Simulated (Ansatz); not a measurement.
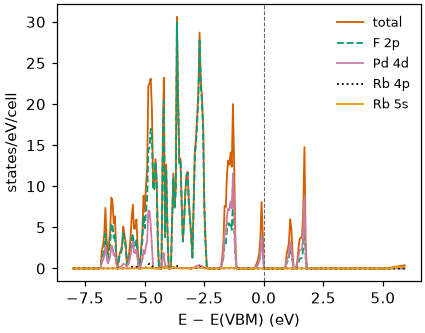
*Total and projected density of states of Rb₂NaPdF₆ in space group I4/mmm (No. 139; Pearson symbol tI20), the program Ansatz at the r²SCAN level (PAW)*

Problem. Which orbitals carry the states next to the gap?

Solution. Top 1 eV of the valence band: Pd 4d 49 %, F 2p 47 %. Bottom 1 eV of the conduction band: Pd 4d 58 %, F 2p 37 %. Projections are on Löwdin-orthogonalised atomic valence shells; empty p or d shells of many metals are not among them.

Problem. Where is the tallest occupied peak in this window, and what makes it?

Solution. Near -3.6 eV, about 31 states/eV per cell; the largest projected share is F 2p.

The workflow started from a Materials Project entry (that database holds measured and hypothetical structures alike); the Crystallography Open Database copy checked does not list it. Its standing as an ambient phase is unchecked. The r²SCAN relaxation kept the symmetry of its start; its stability against distortions is not shown here. Magnetic state: ferromagnetic, chosen from 4 collinear starts compared on coarse meshes (ties went to the first, and starts can fall back to one state), not a proven ground state. Other orbital occupations within this spin state were not tried. No Hubbard U is applied. Spin–orbit coupling is left out wherever it is not named.

Potentials: the later of the program's two PAW sets.
